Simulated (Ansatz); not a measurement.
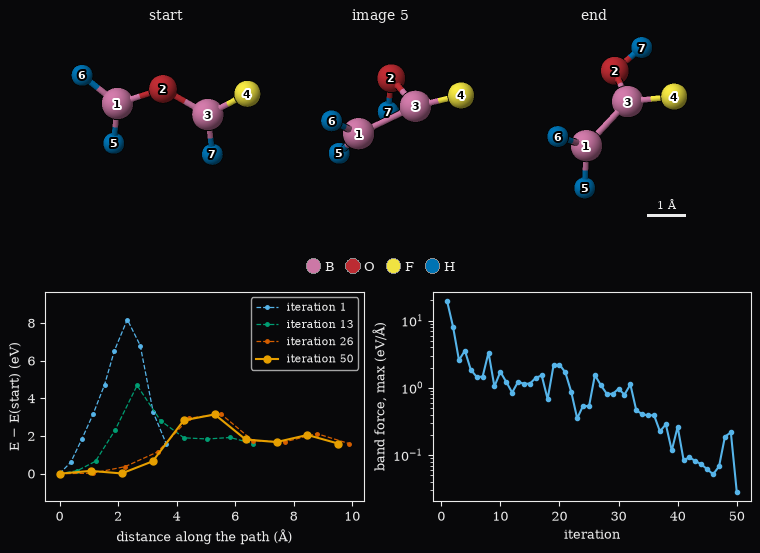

A search for the minimum-energy path of B$_{2}$H$_{3}$OF by the nudged elastic band. Images are numbered from 0 (start) to 9 (end). The plot follows the band through its iterations. A ball-and-stick model, seen at a tilt.

These are results of Ansatz, RKS B3LYP-D4/def2-SVP, not measurements. Set-up: 8 movable images; no climbing image; force threshold 0.03 eV/Å; iteration limit 60; starting path through a guess of the saddle point.

Question: How did the profile develop, and is the result final?

Answer: The run is converged, with reservations. The band converged in 50 iterations. The largest component of the band force went from 19 to 0.028 eV/Å. No image climbed, so the highest image needn't lie on the saddle point, and the true maximum along this path can be higher. The first iteration put the highest image at 8.19 eV. The highest point, image 5, lies 3.15 eV above the start and 1.55 eV above the end; the end is at +1.60 eV relative to the start. The profile has 3 maxima (images 1, 5, 8) with a dip at image 2, 7 (+0.01 eV, +1.68 eV), so the process runs in steps.

The run took 14 min on 1 thread of Intel(R) Xeon(R) Processor @ 2.70GHz (shared host), peak memory 0.15 GiB.
